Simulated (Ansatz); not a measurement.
Consider FH3OSi···H2···H2O.

Input file:

```
crystal:
  periodic: [false, false, false]
  atoms:
    - {symbol: Si, position_ang: [-0.297006, 1.121515, -0.170541]}
    - {symbol: H, position_ang: [0.640867, -2.602223, -1.925900]}
    - {symbol: H, position_ang: [0.820143, 0.585231, -0.959780]}
    - {symbol: H, position_ang: [-1.478825, 0.241540, -0.036503]}
    - {symbol: O, position_ang: [-0.712475, 2.527266, -0.894266]}
    - {symbol: H, position_ang: [0.923854, -0.725792, 1.813293]}
    - {symbol: F, position_ang: [0.213622, 1.435614, 1.321622]}
    - {symbol: H, position_ang: [0.777220, -2.290914, -1.259920]}
    - {symbol: O, position_ang: [0.660903, -1.376074, 1.155603]}
    - {symbol: H, position_ang: [-1.512626, 2.973192, -0.614838]}
    - {symbol: H, position_ang: [-0.035778, -1.889253, 1.571430]}
basis:
  gaussian: {orbitals: def2-TZVPP}
hamiltonian: {xc: pbe0, dispersion: d4}
output: {orbitals: {seedname: orbitals}}
```

Launched as:

```sh
ansatz run in.yaml --threads 4 --pin off --events-out ev --progress --plain --max-ram 9574MiB
```

The product side of a reaction path; geometry: PBE0-D4/def2-TZVP.

Level of theory: RKS PBE0-D4/def2-TZVPP (Ansatz 0.2.0).

Question: What can the converged electron density and electron localisation function tell about the bonding?

Answer: Si1···O9 (2.99 Å): the density falls to about 0.07 e/Å³ on the way; the ELF dips to about 0.05 between them.
Si–O (1.63 Å): ρ is about 1.2 e/Å³ halfway; the ELF peaks at about 0.90 between the atoms: a polar covalent bond.
O–H (0.96 Å): ρ at the midpoint is about 3.8 e/Å³; the ELF climbs to about 1 towards the hydrogen, as it does in any bond to H: an ordinary covalent bond to hydrogen.
Si–H (1.47 Å): ρ at the midpoint is about 0.87 e/Å³; the ELF climbs to about 1 towards the hydrogen.

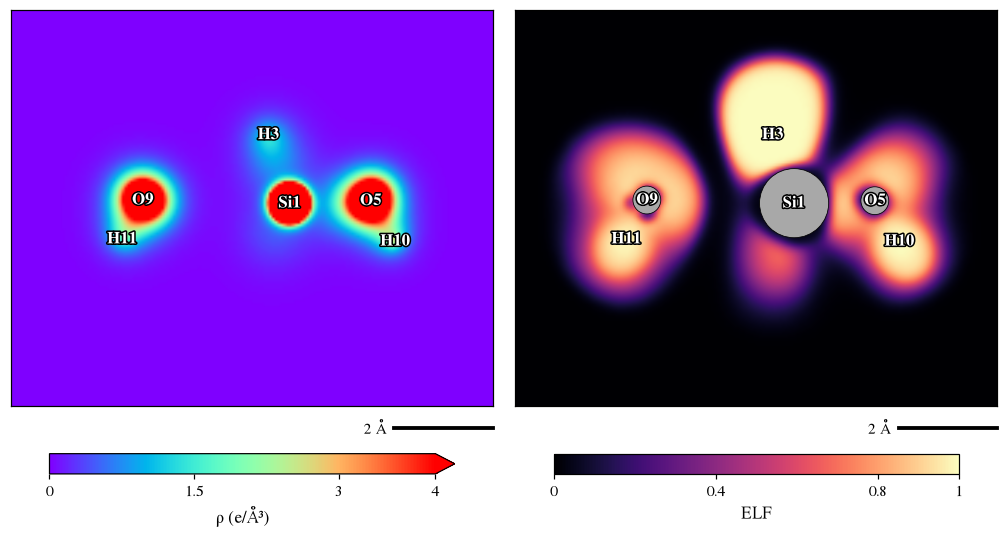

Computed electron density and electron localisation function on the plane of atoms Si1, O5 and H10, in this order. Grey discs cover the atomic cores in the ELF map. 
